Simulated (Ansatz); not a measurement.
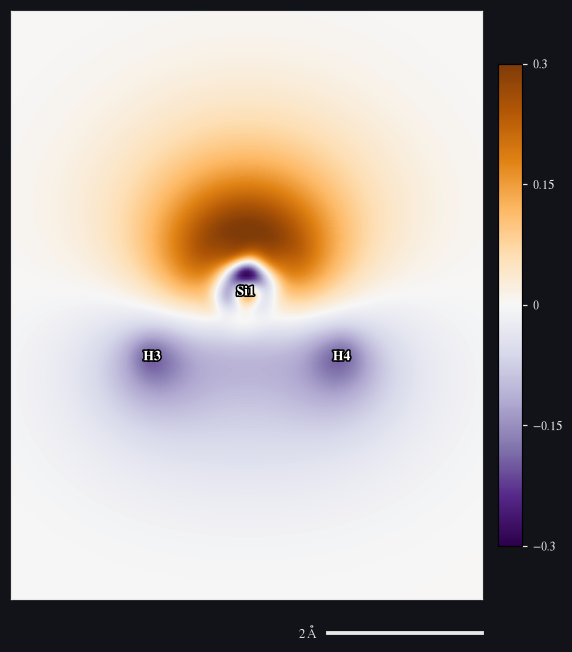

H3Si···H2 (doublet). The LUMO (β) on the plane of atoms H3, Si1 and H4 (values in Å⁻³ᐟ²; the overall sign is arbitrary).

Not at a stationary point (largest force 1.9 eV/Å).

Theory: Ansatz 0.2.0, UKS PBE0/def2-SVP.

```tsv
atom	x (Å)	y (Å)	z (Å)
Si	0.0006	0.0000	-0.2958
H	0.0005	0.0000	2.3699
H	1.4203	0.0000	-0.7484
H	-0.7096	1.2296	-0.7478
H	-0.7096	-1.2296	-0.7478
H	-0.0009	0.0000	3.0913
```

### Where does this orbital lie, and at what energy?

Its weight (Hirshfeld) is mainly on Si1 (about 75 %). Its energy is −2.55 eV.
